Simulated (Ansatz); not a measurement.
**Ligand exchange: C2H6O + C2H8OSi2 → C2H6O2 + C2H8Si2**

Gas-phase species: C2H6O `COC`, singlet; C2H8OSi2 `O[SiH2]/C=C/[SiH3]`, singlet; C2H6O2 `COCO`, singlet; C2H8Si2 `[SiH3]/C=C/[SiH3]`, singlet. The partners trade H for OH: C–H and Si–OH bonds give way to C–OH and Si–H.

Shapes, held fixed at every level: PBE0-D4/def2-TZVP. Flexible molecules stand in one conformer, not always the lowest. Programs: Ansatz 0.2.0. Electronic energies: no zero-point or thermal term.

```
               level                    kind  ΔE (kJ/mol)  less CCSD(T)/CBS estimate
       HF/def2-TZVPP            Hartree–Fock       +140.0                       +0.9
r2SCAN-D4/def2-TZVPP                meta-GGA       +136.0                       -3.1
 B3LYP-D4/def2-TZVPP           global hybrid       +135.9                       -3.2
  PBE0-D4/def2-TZVPP           global hybrid       +130.2                       -8.9
  wB97M-V/def2-TZVPP  range-separated hybrid       +135.7                       -3.4
   B2PLYP/def2-TZVPP           double hybrid       +138.4                       -0.7
  CCSD(T)/def2-TZVPP   coupled cluster or CI       +135.0                       -4.1
CCSD(T)/CBS estimate   coupled cluster or CI       +139.1                        0.0
```

The highest level, CCSD(T)/CBS estimate, gives ΔE = +139.1 kJ/mol; the levels span +130.2 to +140.0. The column of differences is taken from that level and isn't an error. No measured value is set beside it here. The CBS estimate extrapolates MP2 from def2-TZVPP and def2-QZVPP and adds CCSD(T) − MP2 in the triple-zeta set, cores frozen.

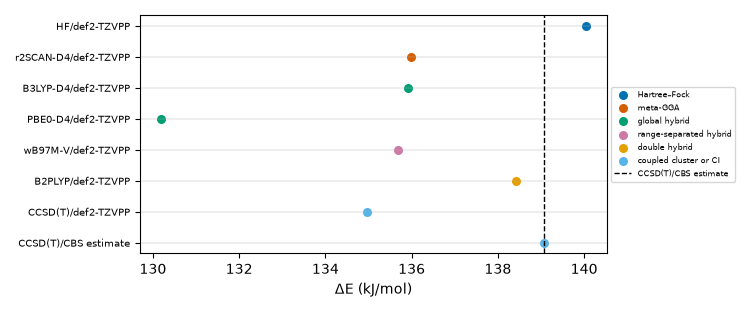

The values of the table, level by level.
